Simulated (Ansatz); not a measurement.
B₂H₃NSi (SMILES [BH2-]1B2[NH+]=[Si]12)

The calculation's input:

```
crystal:
  periodic: [false, false, false]
  atoms:
    - {symbol: B, position_ang: [0.413517, -1.135104, -1.078685]}
    - {symbol: B, position_ang: [0.503296, 0.120545, -0.082552]}
    - {symbol: "N", position_ang: [1.586726, 0.587741, 0.614630]}
    - {symbol: Si, position_ang: [2.397910, -0.790150, -0.195676]}
    - {symbol: H, position_ang: [-0.025451, -2.194168, -0.681281]}
    - {symbol: H, position_ang: [0.471037, -0.962802, -2.278366]}
    - {symbol: H, position_ang: [1.805197, 1.337453, 1.260720]}
basis:
  gaussian:
    orbitals: def2-TZVPD
hamiltonian:
  xc: pbe0
output: {forces: true, orbitals: {seedname: orbitals}}
```

Run with:

```sh
ansatz run input.yaml --threads 1 --pin off --max-ram 2610MiB --events-out events.jsonl --progress --plain --runs-dir runs
```

Geometry: B3LYP-D3(BJ)/def2-SVP.

Level of theory: Ansatz, isolated molecule in a Gaussian basis; Kohn-Sham density functional theory, functional PBE0.

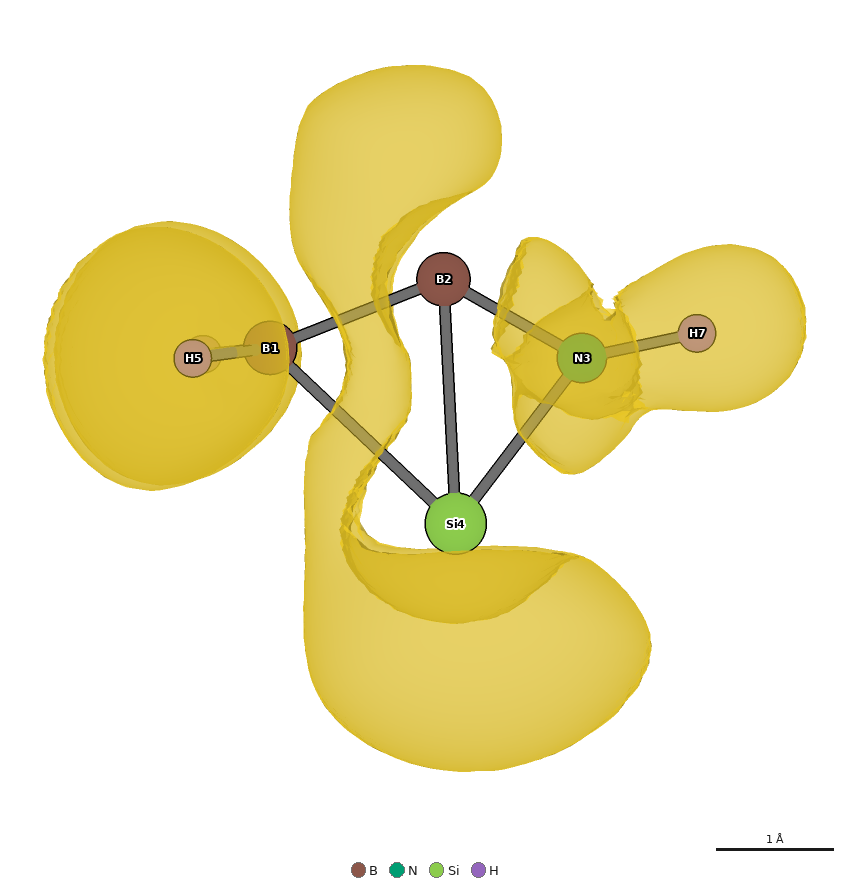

Figure 1. Isosurface of the electron localisation function at 0.75 (yellow), seen across its widest extent. Only the valence region is drawn (cores and ρ < 0.01 e/Å³ removed).

Question: Identify the bonds, lone pairs and shells in this picture.

Answer: The surface consists of two regions around hydrogen nuclei, one joined region spread over several atoms (B, Si), in which their bonds and any lone pairs are merged and one joined region spread over several atoms (H, N), in which their bonds and any lone pairs are merged.


B–N (1.37 Å): the ELF peaks at about 0.90 between the atoms, as expected for a polar covalent bond. B–B (1.61 Å): the ELF peaks at about 0.95 between the atoms; a covalent bond.

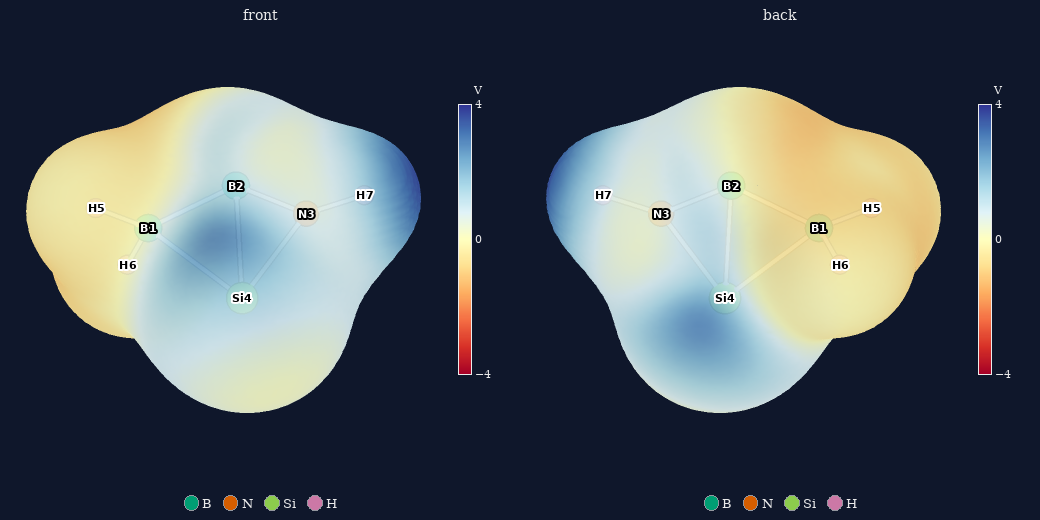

Figure 2. The electrostatic potential painted on the density surface at 0.004 e/bohr³, seen from the front and from behind; the colour scale runs from red (negative) to blue (positive).

Question: Which sites attract a positive test charge, and which a negative one?

Answer: A positive charge is drawn to the negative regions and a negative charge to the positive ones. The most negative region (about −1.1 V) lies over H5, the most positive (about +3.6 V) over H7.

Question: What dipole moment does the calculation give?

Answer: Its dipole moment is 3.41 D.

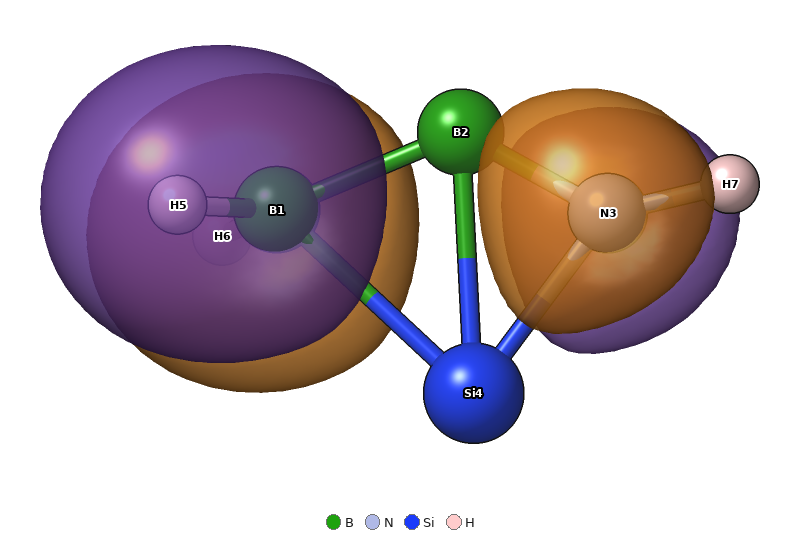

Figure 3. The HOMO−1 at ±0.08 Å⁻³ᐟ² (orange and purple are the two phases), seen at a tilt.

Question: Where does this orbital lie, and at what energy?

Answer: By Hirshfeld shares it lies mainly on B1 (about 30 %), H5 (about 20 %), H6 (about 20 %) and N3 (about 15 %). Its energy is −8.86 eV.
